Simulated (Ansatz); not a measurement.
```tsv
atom	x (Å)	y (Å)	z (Å)
N	-1.1872	0.5887	1.5070
Si	-0.6062	0.7885	-0.1262
C	0.6865	-0.4406	-0.6682
C	1.5530	-1.4098	-0.7694
S	1.6921	-0.6904	-2.4188
H	-1.7660	-0.2250	1.7362
H	-0.5639	0.8075	2.2900
H	-1.7633	0.6337	-1.0626
H	0.0143	2.1454	-0.2433
H	2.0238	-2.2491	-0.2419
```

Level of theory: RKS BLYP/def2-SVP (Ansatz).

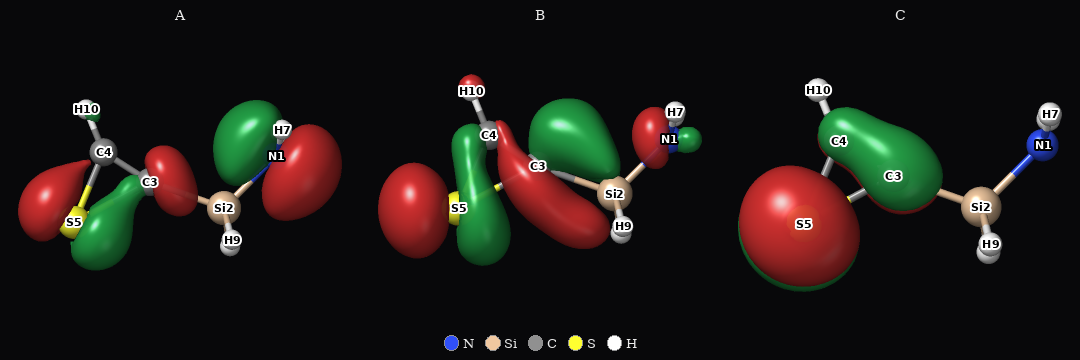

C2H5NSSi (SMILES N[SiH2]C1=CS1). Three frontier orbitals at ±0.1 Å⁻³ᐟ² (green and red are the two phases), in no order.

**Order the three orbitals by energy and name them.**

A is the HOMO−1 (−5.93 eV). Its weight (Hirshfeld) is mainly on N1 (about 55 %), S5 (about 15 %) and C3 (about 5 %). C is the HOMO (−4.06 eV). Its weight (Hirshfeld) is mainly on S5 (about 70 %), C3 (about 15 %) and C4 (about 10 %); largely a lone pair of S5. B is the LUMO (−1.62 eV). By Hirshfeld shares it lies mainly on S5 (about 40 %), C3 (about 30 %) and Si2 (about 15 %).

**What is the HOMO–LUMO gap?**

2.44 eV between the orbital energies.
